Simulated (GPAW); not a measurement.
**BiP (buckled honeycomb monolayer): G0W0 on several meshes in GPAW**

Aim: the GW shift of BiP (buckled honeycomb monolayer) against the k mesh.

Main program and level: GPAW 26.7.0; PBE and many-body steps on it, plane waves.

## (1) The starting structure

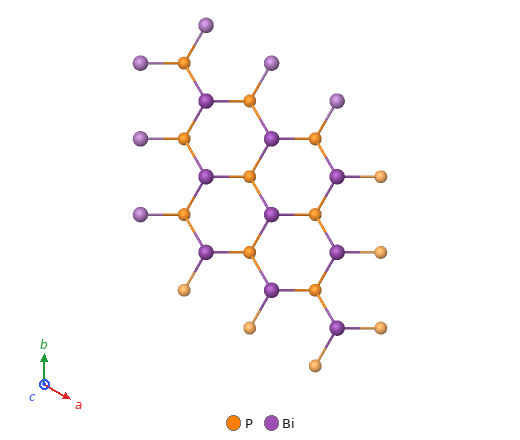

The cell as given, from above (phosphorus orange, bismuth purple). 3×3×1 cells are drawn. Some periodic images of atoms are drawn too.

The cell holds 2 atoms: 1 P and 1 Bi. Its edges and angles: a = 3.879 Å, b = 3.879 Å, c = 12.400 Å, α = 90.0°, β = 90.0°, γ = 120.0°. Vacuum lies along c.

Coordinates:

```
P Bi
1.0
     3.87891    0.00000    0.00000
    -1.93945    3.35923    0.00000
     0.00000    0.00000   12.40000
P Bi
1 1
Direct
  0.33333 0.66667 0.44043
  0.66667 0.33333 0.55957
```

The structure was relaxed with PBE. The runs that relaxed it are not among those shown. Spin-orbit coupling is left out unless a step names it.

## (2) Empty states on the mesh, 6×6×1 mesh, 272 bands

This step: GPAW 26.7.0; DFT, PBE, plane waves, PAW.

The sums over transitions need many empty states on a uniform mesh; this step solves for them.

run.py reads:

```python
import json
import numpy as np
from gpaw.mpi import world
from gpaw import GPAW

calc = GPAW('gs.gpw').fixed_density(kpts={'size': (6, 6, 1), 'gamma': True},
    parallel={'domain': 1, 'band': 1},
    txt='nscf.txt')
calc.diagonalize_full_hamiltonian(nbands=272)
calc.write('full.gpw', mode='all')
res = {}
kpts = calc.get_ibz_k_points()
res['kpts'] = kpts
res['eigenvalues'] = [calc.get_eigenvalues(kpt=k) for k in range(len(kpts))]
res['n_electrons'] = calc.get_number_of_electrons()

if world.rank == 0:
    with open('result.json', 'w') as f:
        json.dump(res, f, default=lambda x: x.tolist())
```

Launch:

```sh
$ mpirun -n 4 gpaw python run.py
```

Numbers of over 12 decimals in the logs are rounded to 6 here.

Output:

```text
Diagonalizing LCAO Hamiltonian
Converting LCAO to pw mode
convergence criteria:
- Maximum integral of absolute [eigenst]ate change: 4e-08 eV^2 / valence electron
maximum number of iterations: 100

SCF iterations
|iter     |     time |      energy | eigst |  dens |
|iter:   1|  |             | +1.13 |       |
|iter:   2|  |             | -0.14 |       |
|iter:   3|  |             | -1.75 |       |
[...]
|iter:   7|  |             | -6.16 |       |
|iter:   8|  |             | -7.13 |       |
|iter:   9|  |             | -7.90c|       |
SCF steps: 9
  __  _  _
 | _ |_)|_||  |
 |__||  | ||/\| - 26.7.0

Input parameters:
  mode=PW(ecut=450.000000),
  convergence={'density': 1e-06, 'bands': -3},
  gpts=array([20, 20, 63]),
  kpts=MonkhorstPack(size=(6, 6, 1), gamma=True),
  maxiter=100,
  nbands=17,
  occupations=Occupations(name='fermi-dirac', width=0.001, fixmagmom=False),
  parallel={'domain': 1, 'band': 1},
  xc=XC(name='PBE')
Matrix size: 3547x3547
# Writing to full.gpw (mode='all')
  [... matrices ...]

timing:  # [seconds]
  Total: 76.887  # ━━━━━━━━━━━━━━━━━━━━━━━━━━━━━━━━━━━━━━━━━━━━━━━━━━━━━━━━━━
```

Run time: 81 s. Hardware: 4 MPI ranks of Arm Neoverse V1, shared host; peak memory 4.1 GiB; 5.4 min of CPU time.

This step gave:

```yaml
gap: 1.499 eV
k_of_the_valence_top: 0, 0, 0
k_of_the_conduction_bottom: 0, 0, 0
least_direct_gap: 1.499 eV
k_points_computed: 7
lowest_point_of_the_top_converged_band_above_the_valence_top: 78.7117 eV
```

On this mesh the gap is 1.499 eV.

## (3) 6×6×1

Now the one-shot GW correction: screening in the RPA, then the self-energy of the levels asked for.

This step: G0W0 on PBE, plane waves, PAW.

run.py reads:

```python
import json
import numpy as np
from gpaw.mpi import world
from gpaw.response.g0w0 import G0W0

gw = G0W0('full.gpw',
    filename='gw',
    kpts=[0],
    bands=(8, 12),
    ecut=24,
    nbands=43,
    truncation='2D',
    integrate_gamma='sphere',
    q0_correction=True,
    frequencies={'type': 'nonlinear', 'domega0': 0.15, 'omega2': 15.0},
    eta=0.1,
    nblocksmax=True)
gw.calculate()
res = {mode: {k: v for k, v in r.items() if k != 'sigma_eskwn'}
       for mode, r in gw.all_results.items()}

if world.rank == 0:
    with open('result.json', 'w') as f:
        json.dump(res, f, default=lambda x: x.tolist())
```

Launch:

```sh
$ mpirun -n 4 gpaw python run.py
```

Output:

```text
Using integrator: PointIntegrator
NonLinearFrequencyDescriptor(from 0.000 to 43.686 eV, 133 points)
Nonperiodic BCs:  [False False  True]
Using integrator: PointIntegrator
NonLinearFrequencyDescriptor(from 0.000 to 43.686 eV, 133 points)
Nonperiodic BCs:  [False False  True]
Applying analytical 2D correction to W:
    Evaluating Gamma point contribution to W on a 21x21x1 grid
  ___  _ _ _
 |   || | | |
 | | || | | |
 |__ ||_____|
 |___|

BZ k-points: Symmetries present (total): 6

  [... matrices ...]
36 k-points: 6 x 6 x 1 Monkhorst-Pack grid + [1/12,1/12,0.000000]
7 k-points in the irreducible part of the Brillouin zone
       k-points in crystal coordinates                weights
   0:     0.00000000    0.00000000    0.00000000          1/36
   1:     0.16666667    0.00000000    0.00000000          6/36
   2:     0.33333333   -0.16666667    0.00000000          6/36
   3:     0.33333333    0.00000000    0.00000000          6/36
   4:     0.33333333    0.33333333    0.00000000          2/36
   5:     0.50000000    0.33333333    0.00000000         12/36
   6:     0.50000000    0.50000000    0.00000000          3/36

Distributing spins, k-points and bands (1 x 1 x 4) over 1 process
Number of blocks: 4

Quasi particle states:
k-points (IBZ indices): [0]
Band range: (8, 12)
  [... matrices ...]
Computational parameters:
Plane wave cut-off: 24 eV
Number of bands: 43
Coulomb cutoff: 2D
Broadening: 0.1 eV

fxc modes: GW
Kernel: RPA
Using full-frequency real axis integration
Summing all q:

Calculating screened Coulomb potential
2D Coulomb truncation
NonLinearFrequencyDescriptor(from 0.000 to 43.686 eV, 133 points)
Removing empty qpoint cache files...

Calculating chi0 body with:
    Ground state adapter containing:
    Number of spins: 1
    Number of kpoints: 36
    Number of irreducible kpoints: 7
    Number of completely occupied states: 10
    Number of partially occupied states: 10
    Occupied states memory: 3.84521484375 M / cpu

    Linear response parametrization:
    q_c: [1.3877787807814457e-17, 1.3877787807814457e-17, 0.0]
    Number of frequency points: 133
    Planewave cutoff: 24.0
    Number of bands: 43
    Number of planewaves: 51
    Broadening (eta): 0.1
    comm.size: 4
    kncomm.size: 1
    blockcomm.size: 4

    Memory estimate of potentially large arrays:
        chi0_wGG: 1.319630 M / cpu
Integrating chi0 body.

Symmetries of q_c:
    Direct symmetries (Uq -> q): 6
    Indirect symmetries (TUq -> q): 6
In total 12 allowed symmetries.

  [... matrices ...]
7 groups of equivalent kpoints. 80.555556% reduction.

Integral kind: spectral function
Integrating chi0 head and wings.

Symmetries of q_c:
    Direct symmetries (Uq -> q): 6
    Indirect symmetries (TUq -> q): 6
In total 12 allowed symmetries.

  [... matrices ...]
7 groups of equivalent kpoints. 80.555556% reduction.

Integral kind: spectral function wings

Calculating chi0 body with:
    Ground state adapter containing:
    Number of spins: 1
    Number of kpoints: 36
    Number of irreducible kpoints: 7
    Number of completely occupied states: 10
    Number of partially occupied states: 10
[... the further q-points ...]

Results:
f:      Occupation numbers
eps:     KS-eigenvalues [eV]
vxc:     KS vxc [eV]
exx:     Exact exchange [eV]
sigma:   Self-energies [eV]
dsigma:  Self-energy derivatives
Z:       Renormalization factors
qp:      QP-energies [eV]

k-point 0 (0): (0.000, 0.000, 0.000)                GW
band       f     eps     vxc     exx   sigma  dsigma       Z      qp
                                                                   GW
   8   1.000  -1.629 -14.236 -15.473   1.508  -0.368   0.731  -1.431
   9   1.000  -1.629 -14.236 -15.473   1.508  -0.368   0.731  -1.431
  10   0.000  -0.130 -12.376  -8.911  -2.050  -0.338   0.747   0.928
  11   0.000   1.962 -13.475  -9.212  -2.448  -0.407   0.711   3.252
```

Elapsed: 15 s, on 4 MPI ranks; peak memory 1.1 GiB; 61 s of CPU time.

Numbers from this step:

```yaml
g0w0_gap_on_the_points_computed: 2.359 eV
least_direct_g0w0_gap_on_the_computed_points: 2.359 eV
z_at_the_valence_top: 0.7308
z_at_the_conduction_bottom: 0.7472
starting_gap_on_the_mesh: 1.499 eV
k_of_the_valence_top: 0, 0, 0
k_of_the_conduction_bottom: 0, 0, 0
```

The gap on the mesh goes from 1.50 eV to 2.36 eV, a correction of +0.86 eV.

## (4) Empty states on the mesh, 9×9×1 mesh, 53 bands

This step: DFT, PBE, plane waves, PAW.

run.py reads:

```python
import json
import numpy as np
from gpaw.mpi import world
from gpaw import GPAW

calc = GPAW('gs.gpw').fixed_density(kpts={'size': (9, 9, 1), 'gamma': True},
    nbands=61,
    convergence={'bands': 53},
    txt='nscf.txt')
calc.write('full.gpw', mode='all')
res = {}
kpts = calc.get_ibz_k_points()
res['kpts'] = kpts
res['eigenvalues'] = [calc.get_eigenvalues(kpt=k) for k in range(len(kpts))]
res['n_electrons'] = calc.get_number_of_electrons()

if world.rank == 0:
    with open('result.json', 'w') as f:
        json.dump(res, f, default=lambda x: x.tolist())
```

Launch:

```sh
$ mpirun -n 4 gpaw python run.py
```

Output:

```text
Diagonalizing LCAO Hamiltonian
Converting LCAO to pw mode
convergence criteria:
- Maximum integral of absolute [eigenst]ate change: 4e-08 eV^2 / valence electron
maximum number of iterations: 100

SCF iterations
|iter     |     time |      energy | eigst |  dens |
|iter:   1|  |             | +3.73 |       |
|iter:   2|  |             | +2.31 |       |
|iter:   3|  |             | +1.20 |       |
[...]
|iter:  11|  |             | -6.81 |       |
|iter:  12|  |             | -7.29 |       |
|iter:  13|  |             | -7.74c|       |
SCF steps: 13
  __  _  _
 | _ |_)|_||  |
 |__||  | ||/\| - 26.7.0

Input parameters:
  mode=PW(ecut=450.000000),
  convergence={'bands': 53},
  gpts=array([20, 20, 63]),
  kpts=MonkhorstPack(size=(9, 9, 1), gamma=True),
  maxiter=100,
  nbands=61,
  occupations=Occupations(name='fermi-dirac', width=0.001, fixmagmom=False),
  parallel={},
  xc=XC(name='PBE')
# Writing to full.gpw (mode='all')
  [... matrices ...]

timing:  # [seconds]
  Total: 0.041  # ━━━━━━━━━━━━━━━━━━━━━━━━━━━━━━━━━━━━━━━━━━━━━━━━━━━━━━━━━━━
```

Wall time 14 s (4 MPI ranks); peak memory 0.81 GiB; 57 s of CPU time.

This step gave:

| Item | Value |
| --- | --- |
| gap | 1.499 eV |
| k of the valence top | 0, 0, 0 |
| k of the conduction bottom | 0, 0, 0 |
| least direct gap | 1.499 eV |
| k points computed | 12 |
| lowest point of the top converged band, above the valence top | 22.97 eV |

On this mesh the gap is 1.499 eV.

## (5) 9×9×1

This step: G0W0 on PBE, plane waves, PAW.

run.py reads:

```python
import json
import numpy as np
from gpaw.mpi import world
from gpaw.response.g0w0 import G0W0

gw = G0W0('full.gpw',
    filename='gw',
    kpts=[0],
    bands=(8, 12),
    ecut=24,
    nbands=43,
    truncation='2D',
    integrate_gamma='sphere',
    q0_correction=True,
    frequencies={'type': 'nonlinear', 'domega0': 0.15, 'omega2': 15.0},
    eta=0.1,
    nblocksmax=True)
gw.calculate()
res = {mode: {k: v for k, v in r.items() if k != 'sigma_eskwn'}
       for mode, r in gw.all_results.items()}

if world.rank == 0:
    with open('result.json', 'w') as f:
        json.dump(res, f, default=lambda x: x.tolist())
```

Launch:

```sh
$ mpirun -n 4 gpaw python run.py
```

Output:

```text
Using integrator: PointIntegrator
NonLinearFrequencyDescriptor(from 0.000 to 43.686 eV, 133 points)
Nonperiodic BCs:  [False False  True]
Using integrator: PointIntegrator
NonLinearFrequencyDescriptor(from 0.000 to 43.686 eV, 133 points)
Nonperiodic BCs:  [False False  True]
Applying analytical 2D correction to W:
    Evaluating Gamma point contribution to W on a 13x13x1 grid
  ___  _ _ _
 |   || | | |
 | | || | | |
 |__ ||_____|
 |___|

BZ k-points: Symmetries present (total): 6

  [... matrices ...]
81 k-points: 9 x 9 x 1 Monkhorst-Pack grid
12 k-points in the irreducible part of the Brillouin zone
       k-points in crystal coordinates                weights
   0:     0.00000000    0.00000000    0.00000000          1/81
   1:     0.11111111    0.00000000    0.00000000          6/81
   2:     0.22222222   -0.11111111    0.00000000          6/81
[...]
9:     0.44444444    0.00000000    0.00000000          6/81
          ...
  11:     0.44444444    0.44444444    0.00000000          6/81

Distributing spins, k-points and bands (1 x 1 x 4) over 1 process
Number of blocks: 4

Quasi particle states:
k-points (IBZ indices): [0]
Band range: (8, 12)
  [... matrices ...]
Computational parameters:
Plane wave cut-off: 24 eV
Number of bands: 43
Coulomb cutoff: 2D
Broadening: 0.1 eV

fxc modes: GW
Kernel: RPA
Using full-frequency real axis integration
Summing all q:

Calculating screened Coulomb potential
2D Coulomb truncation
NonLinearFrequencyDescriptor(from 0.000 to 43.686 eV, 133 points)
Removing empty qpoint cache files...

Calculating chi0 body with:
    Ground state adapter containing:
    Number of spins: 1
    Number of kpoints: 81
    Number of irreducible kpoints: 12
    Number of completely occupied states: 10
    Number of partially occupied states: 10
    Occupied states memory: 3.84521484375 M / cpu

    Linear response parametrization:
    q_c: [0.0, 0.0, 0.0]
    Number of frequency points: 133
    Planewave cutoff: 24.0
    Number of bands: 43
    Number of planewaves: 51
    Broadening (eta): 0.1
    comm.size: 4
    kncomm.size: 1
    blockcomm.size: 4

    Memory estimate of potentially large arrays:
        chi0_wGG: 1.319630 M / cpu
Integrating chi0 body.

Symmetries of q_c:
    Direct symmetries (Uq -> q): 6
    Indirect symmetries (TUq -> q): 6
In total 12 allowed symmetries.

  [... matrices ...]
12 groups of equivalent kpoints. 85.185185% reduction.

Integral kind: spectral function
Integrating chi0 head and wings.

Symmetries of q_c:
    Direct symmetries (Uq -> q): 6
    Indirect symmetries (TUq -> q): 6
In total 12 allowed symmetries.

  [... matrices ...]
12 groups of equivalent kpoints. 85.185185% reduction.

Integral kind: spectral function wings

Calculating chi0 body with:
    Ground state adapter containing:
    Number of spins: 1
    Number of kpoints: 81
    Number of irreducible kpoints: 12
    Number of completely occupied states: 10
    Number of partially occupied states: 10
    Occupied states memory: 3.84521484375 M / cpu

[... the further q-points ...]

Results:
f:      Occupation numbers
eps:     KS-eigenvalues [eV]
vxc:     KS vxc [eV]
exx:     Exact exchange [eV]
sigma:   Self-energies [eV]
dsigma:  Self-energy derivatives
Z:       Renormalization factors
qp:      QP-energies [eV]

k-point 0 (0): (0.000, 0.000, 0.000)                GW
band       f     eps     vxc     exx   sigma  dsigma       Z      qp
                                                                   GW
   8   1.000  -1.629 -14.236 -15.363   1.423  -0.357   0.737  -1.410
   9   1.000  -1.629 -14.236 -15.363   1.423  -0.357   0.737  -1.410
  10   0.000  -0.130 -12.376  -9.050  -1.934  -0.310   0.764   0.934
  11   0.000   1.962 -13.475  -9.223  -2.447  -0.391   0.719   3.258
```

It took 41 s on 4 MPI ranks; peak memory 1.8 GiB; 2.7 min of CPU time.

This step gave:

```yaml
g0w0_gap_on_the_points_computed: 2.344 eV
least_direct_g0w0_gap_on_the_computed_points: 2.344 eV
z_at_the_valence_top: 0.7371
z_at_the_conduction_bottom: 0.7635
starting_gap_on_the_mesh: 1.499 eV
k_of_the_valence_top: 0, 0, 0
k_of_the_conduction_bottom: 0, 0, 0
```

Against G0W0 in GPAW (6×6×1 mesh, 43 bands, screening to 24 eV, full frequency, Hilbert transform), the gap moves by −0.015 eV.

## (6) Side by side

Times are wall times on 4 MPI ranks of Arm Neoverse V1, shared host, good to a factor of about two.

```tsv
run	mesh	bands	screening cutoff (eV)	DFT gap (eV)	gap on the mesh (eV)	direct (eV)	time
6×6×1	6×6×1	43	24	1.499	2.359	2.359	15 s
9×9×1	9×9×1	43	24	1.499	2.344	2.344	41 s
```

## (7) Summary of results

```
6×6×1        : 2.359 eV
9×9×1        : 2.344 eV
known limits : not at the basis limit; no spin-orbit coupling
```

In words: 9×9×1: −0.015 eV against 6×6×1. Bands and cutoff are finite, so the gap is not at the basis limit. The miss can reach some tenths of an eV and take either sign; the mesh is an error of its own. These stock PAW sets were not made for GW. In the G0W0 runs levels were corrected at 1 k point alone, so a gap called «on the mesh» is the least over those, and an edge elsewhere would be missed. Mesh or cutoff lie under what a gap needs, so these runs test behaviour and cost; their gaps are not to be quoted. Where an edge is built on 6p states of lead, bismuth or thallium, scalar-relativistic gaps usually stand too wide, by a few tenths to over one eV. The many-body steps are scalar-relativistic: spin-orbit coupling is not in them.

[Paths, hosts, dates, memory and timing lines, banners, echoed tables and standing remarks are left out of the program output.]

[Logs are printed without paths, hosts, clocks, repeated set-up lines and the standing remarks that a program may print on its own settings, such as how far it seeks lower states.]

[Runs of the session that timed out or met a known fault of the program may be left out.]

[Hosts, paths, dates, database ids (printed as entryN), source tags and the programs' standing remarks are cut or masked in the printed files.]
